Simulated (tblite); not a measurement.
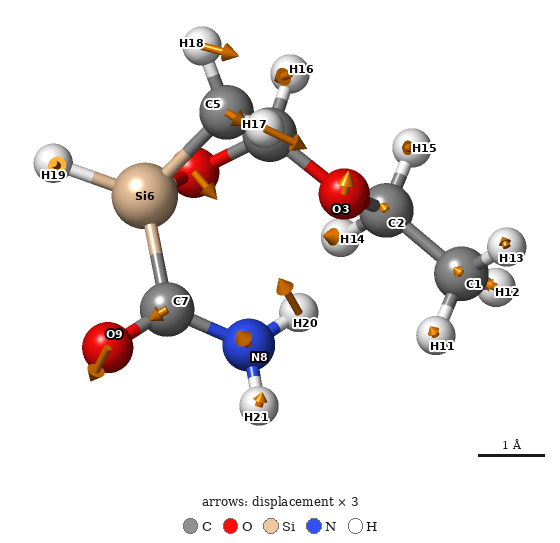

A relaxation of C5H11NO3Si. The starting structure is drawn; orange arrows show the displacements, magnified 3 times. The two geometries are superimposed by the best rigid fit.

Style: ball-and-stick. Shown at a tilt.

Computed with tblite, GFN2-xTB geometry optimisation, gas phase. 

What happened in the run?

Answer. The largest move after the best rigid fit is that of an H atom, 0.27 Å. Largest moves by element: H 0.27 Å, O 0.25 Å, C 0.14 Å, N 0.13 Å, Si 0.01 Å. Some distances before and after: C–O 1.458 → 1.385 Å, C–Si 1.872 → 1.913 Å, H–Si 1.488 → 1.451 Å, C–Si 1.890 → 1.927 Å. Among the angles between lasting bonds that change: Si–C–N 119.6° → 113.2°, C–C–H 109.9° → 116.1°, Si–C–O 117.9° → 124.0°. After 74 geometry steps the energy has fallen by 0.412 eV.
